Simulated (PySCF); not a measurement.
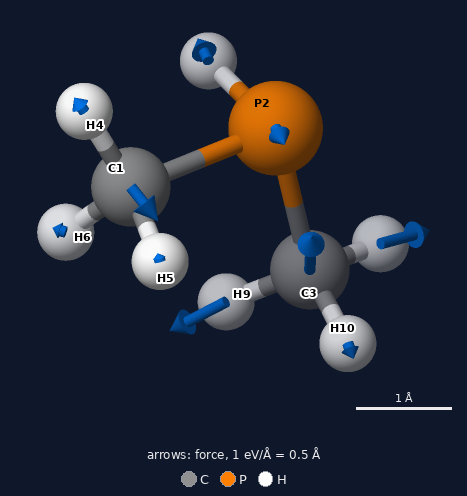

Starting geometry of C$_{2}$H$_{7}$P with the computed forces as blue arrows. The picture is a ball-and-stick view, seen from a free direction.

The start comes from GFN2-xTB. Its atoms were then displaced at random by about 0.01 Å.

These are results of PBE0-D3(BJ)/def2-SVP geometry optimisation, gas phase in PySCF 2.14.0, density-fitted response routines, not measurements. 

### Is this structure relaxed? If not, where do the atoms go?

It isn't relaxed: the largest force vector, on a C atom, is 1.98 eV/Å. The final displacements follow the starting forces only in part (cosine between the two patterns 0.46). The energy falls by 0.104 eV in 3 geometry steps. The largest moves after the best rigid fit, 0.071 Å, are those of H atoms. Largest moves by element: H 0.071 Å, C 0.025 Å, P 0.021 Å. Some distances before and after: C–H 1.059 → 1.100 Å, H–P 1.399 → 1.430 Å, C–P 1.869 → 1.854 Å, C–H 1.088 → 1.100 Å. Bond angles that change, for instance: H–C–H 111.7° → 108.9°, H–C–H 111.4° → 108.9°, P–C–H 110.9° → 113.4°. Cost: 7.8 s on 1 thread of AMD EPYC 7R43 64-Core Processor, with other jobs on the host.
